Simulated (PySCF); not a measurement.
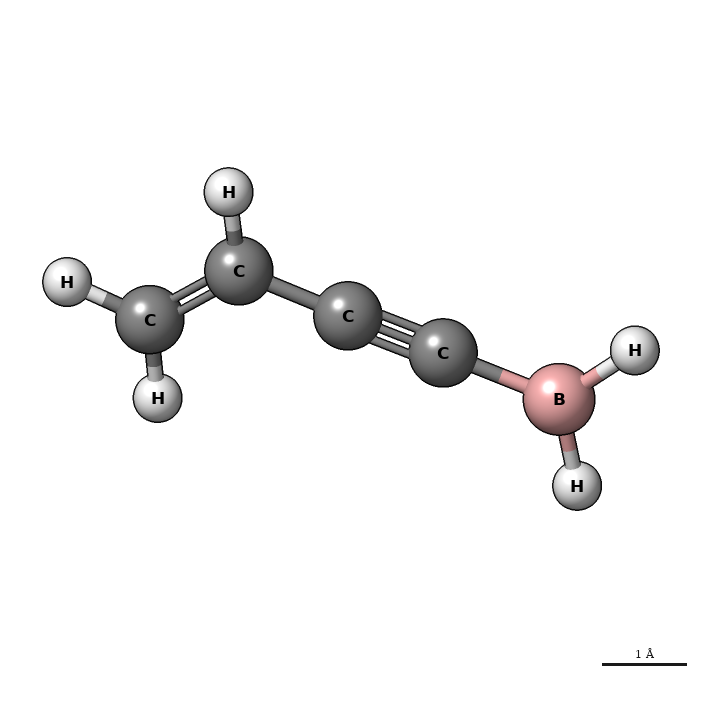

Ball-and-stick drawing of a structure.

The computed structure is the end point of a PBE0-D3(BJ)/def2-SVP optimisation. No frequency run is at hand to confirm it as a minimum.

Question: Which formula does it have?

Answer: C₄H₅B, 10 atoms: 4 carbon, 5 hydrogen and 1 boron.

Question: How many atoms are distinct by symmetry?

Answer: 10: 1 B, 1 C, 1 C, 1 C, 1 C, 1 H, 1 H, 1 H, 1 H, 1 H.

Question: Count the bonded pairs by element.

Answer: 3 C–C, 3 C–H, 2 B–H, 1 C–B.

Question: Write the SMILES.

Answer: BC#CC=C

Question: Name some functional groups or characteristic bonds that it holds.

Answer: Among them: alkene, alkyne, B–H bond.

More results for the same structure follow; atom numbers are the same in all pictures, views and colours differ.

**Excitation**

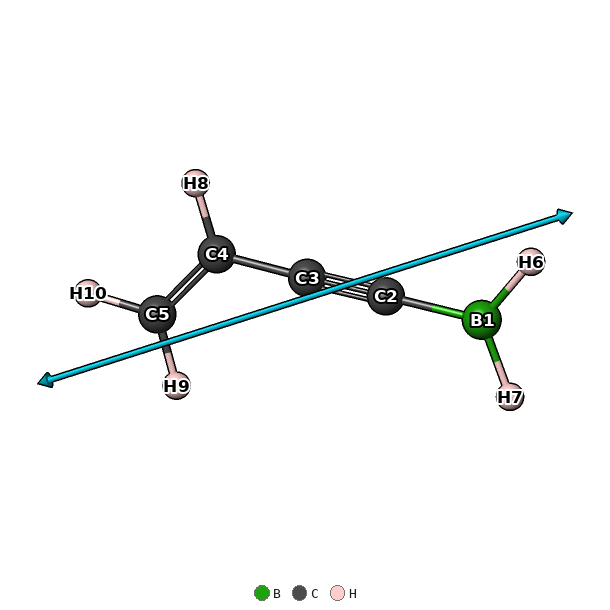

The double arrow shows the direction of the transition dipole to excited singlet state 5 (its length means nothing). No frequency run is at hand to confirm it as a minimum. Level of theory: TDDFT HF/def2-SVPD, vertical, gas phase, core orbitals frozen in the response (PySCF 2.14.0).

Question: How is the transition polarised?

Answer: In the molecular plane, close to the long direction B1···C5.

Question: Where does the transition lie, and how strong is it?

Answer: 7.24 eV (171 nm), oscillator strength 0.54, of mixed character, with the largest part HOMO−2 → LUMO (weight 0.36); transition dipole 4.44 D.

**Quadrupole coupling**

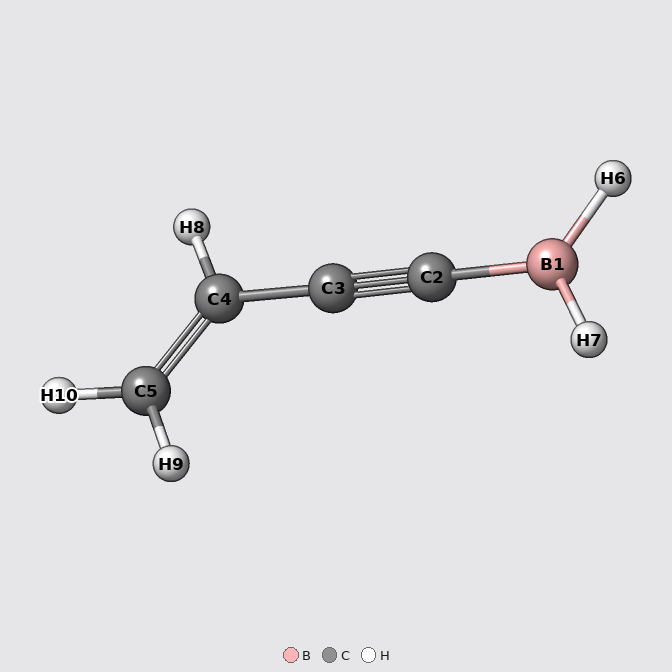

No frequency run is at hand to confirm it as a minimum. Electric field gradients from the ground-state density, PBE0/aug-cc-pVDZ (PySCF 2.14.0), non-relativistic apart from any core potentials.

Give the largest field-gradient component, the quadrupole coupling constant and the asymmetry for 11B at B1 (Q = 40.59 mb), 2H at H6 (Q = 2.86 mb), 2H at H7 (Q = 2.86 mb).

```csv
atom,V_zz (a.u.),e²qQ/h (MHz),η
B1,0.500,4.77,0.08
H6,0.211,0.142,0.10
H7,0.210,0.141,0.10
```

**NMR shielding**

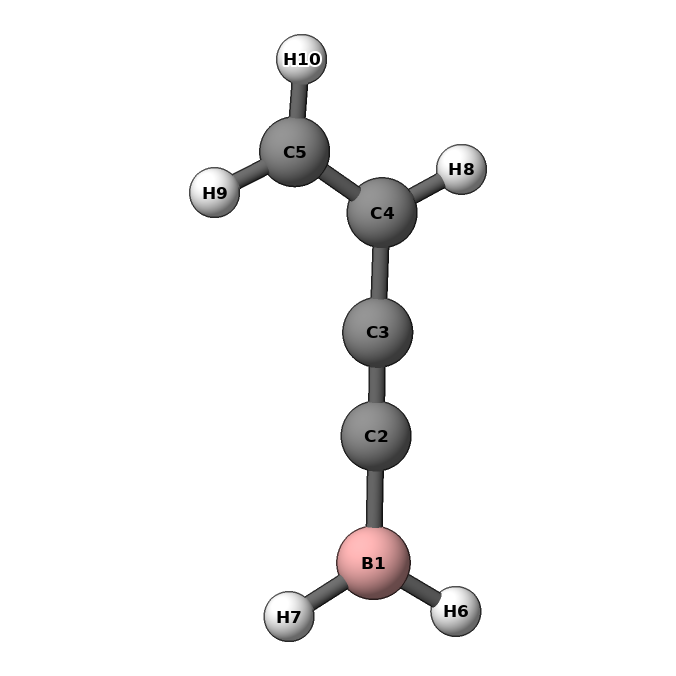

No frequency run is at hand to confirm it as a minimum. Properties computed with GIAO PBE0/aug-cc-pVDZ NMR shielding, non-relativistic, gas phase (PySCF 2.14.0). Principal shieldings σ11 ≤ σ22 ≤ σ33, span Ω = σ33 − σ11, skew κ = 3(σiso − σ22)/Ω.

Give the shielding tensors of the B atoms.

| atom | σ11 | σ22 | σ33 | σiso | Ω | κ |
| --- | --- | --- | --- | --- | --- | --- |
| B1 | −13.3 | 18.7 | 144.6 | 50.0 | 157.9 | 0.59 |

Shieldings and span in ppm.
